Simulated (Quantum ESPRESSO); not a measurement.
## What a tighter setting buys: ecutwfc, Mg₁₄ZnSn (Amm2, 16 atoms in the cell)

Cell: a = 10.4299 Å, b = 6.3005 Å, c = 6.3005 Å, α = 60.26°, β = 90.00°, γ = 90.00°.

Method: PBEsol, SSSP 1.1.2 efficiency (PBE) pseudopotentials (plane waves; Quantum ESPRESSO 7.5).

Base settings: ecutwfc = 50 Ry; ecutrho = 400 Ry; occupations = smearing; smearing = cold; degauss = 0.0073499 Ry; input_dft = pbesol; potentials = {Mg: Mg.pbe-n-kjpaw_psl.0.3.0.UPF, Zn: Zn_pbe_v1.uspp.F.UPF, Sn: Sn_pbe_v1.uspp.F.UPF}; K_POINTS = automatic 2 5 5 0 0 0; conv_thr = 1e-11 Ry; mixing_beta = 0.5.

Misses are taken against the tightest run, 65 Ry (ecutrho: 400 Ry → 520 Ry), which need not be fully converged itself. The energy is the free energy per atom.

The count of work is k-points × plane waves × bands × iterations; it is no time, and leaves out set-up, grids and terms that scale otherwise. Core times come from one kind of shared machine and are given to one figure; runs under 30 s give none.

The starting cell comes from a database of computed structures (which also holds hypothetical and non-ambient phases and stackings), without a prior relaxation at this level.

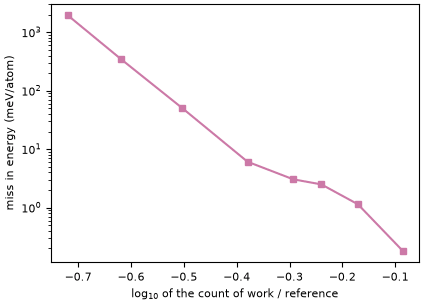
*Miss against the count of work; the reference run is not drawn, and misses under 0.1 meV/atom are drawn there.*

```csv
ecutwfc,energy less reference (meV/atom),pressure less reference (GPa),largest difference in the force on any atom (eV/Å),count of work / reference,core time / reference (rough)
20 Ry (ecutrho: 400 Ry → 160 Ry),1945.16,-63.04,0.032,0.19,0.2
25 Ry (ecutrho: 400 Ry → 200 Ry),343.57,-14.60,0.009,0.24,0.2
30 Ry (ecutrho: 400 Ry → 240 Ry),50.17,-2.95,0.002,0.31,0.3
35 Ry (ecutrho: 400 Ry → 280 Ry),6.09,-0.34,0.000,0.42,0.5
40 Ry (ecutrho: 400 Ry → 320 Ry),3.04,0.01,0.000,0.51,0.5
45 Ry (ecutrho: 400 Ry → 360 Ry),2.49,-0.04,0.000,0.58,0.5
50 Ry,1.14,-0.04,0.000,0.68,0.7
57 Ry (ecutrho: 400 Ry → 456 Ry),0.18,0.00,0.000,0.82,0.6
65 Ry (ecutrho: 400 Ry → 520 Ry),0.00,0.00,0.000,1.0,1
```

Coarsest setting among those run that, with all tighter ones, holds the energy within 5 meV/atom of the reference: 40 Ry (ecutrho: 400 Ry → 320 Ry), off by 3.0 meV/atom; its saving against the reference is no more than about a factor of 2 in the count of work.

Coarsest setting among those run that, with all tighter ones, holds the energy within 2 meV/atom of the reference: 50 Ry, off by 1.1 meV/atom; its saving against the reference is no more than about a factor of 2 in the count of work.

The step from 20 Ry (ecutrho: 400 Ry → 160 Ry) to 45 Ry (ecutrho: 400 Ry → 360 Ry): it takes the miss in the energy from 1900 to 2.5 meV/atom, for 3.0 times the count of work and roughly 3 times the time.
